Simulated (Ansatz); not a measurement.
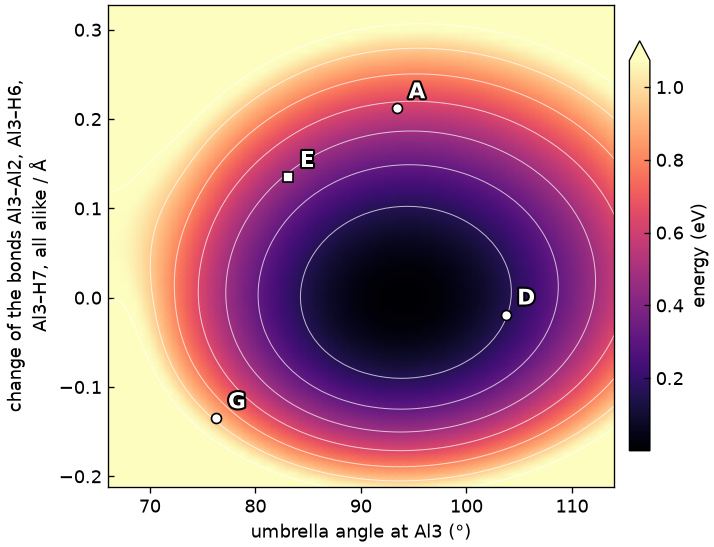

Al₂H₄N, SMILES [NH2][Al][AlH2], spin multiplicity 2. First axis: umbrella angle at Al3 (between each of its bonds and their common axis; 90 is planar). Second axis: change of the bonds Al3–Al2, Al3–H6, Al3–H7, all alike. Nothing is relaxed (all other coordinates rigid). The grid has 15 × 15 points. Points are written as (first, second). All energies are given in eV relative to the relaxed molecule at the same level. All numbers below come from UHF/def2-SVP (Ansatz 0.2.0).

In the figure: a smooth colour map with a few white contour lines, one colour for all values above the top of the scale, lettered points. Between grid points the surface is interpolated.

What kind of point is each of A, D, E, G: minimum, saddle, maximum or slope?

Answer. A: on a slope; D: on a slope; E: on a slope; G: on a slope. (In these two coordinates alone; a stationary point may lie a little off the grid point.)

Rank the lettered points by energy, lowest first.

Answer. D (0.15 eV), E (0.46 eV), A (0.60 eV), G (0.94 eV).
